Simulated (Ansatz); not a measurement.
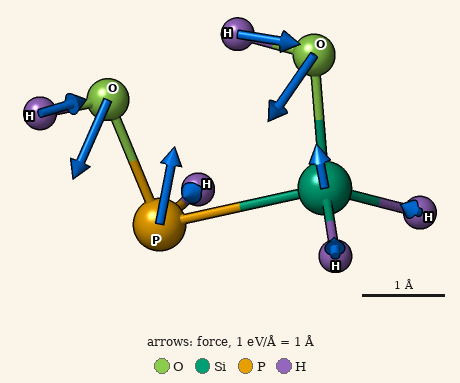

Starting geometry of SiPH5O2 with the computed forces as blue arrows. The picture is a ball-and-stick view, seen from a free direction.

The start comes from PBE-D4/def2-SVP.

Level of theory: Ansatz 0.2.0, RKS PBE0-D4/def2-TZVP. Settings: force threshold 0.005 eV/Å; at most 150 steps.

### Is this structure relaxed? If not, where do the atoms go?

It isn't relaxed: the largest force vector, on an O atom, is 1.09 eV/Å. The final displacements have little in common with the starting forces (cosine between the two patterns 0.22). The largest move after the best rigid fit is that of an H atom, 0.43 Å. Largest moves by element: H 0.43 Å, O 0.33 Å, P 0.08 Å, Si 0.05 Å. Among the contacts that change: P–Si 2.320 → 2.264 Å, O–P 1.735 → 1.681 Å, O–Si 1.677 → 1.646 Å, H–O 0.989 → 0.961 Å. Bond angles that change, for instance: Si–O–H 107.0° → 114.3°, O–Si–P 102.1° → 108.9°, O–Si–H 112.2° → 108.7°. Groups turn about O–Si by about 20°, P–Si by about 20°, O–P by about 20°. Over 16 accepted moves (17 points after the start) the energy falls by 10.9 kJ/mol. Largest force component: 0.83 eV/Å at the start, 0.0029 eV/Å at the end. The line search rejected the trial step at point 10 of the run.
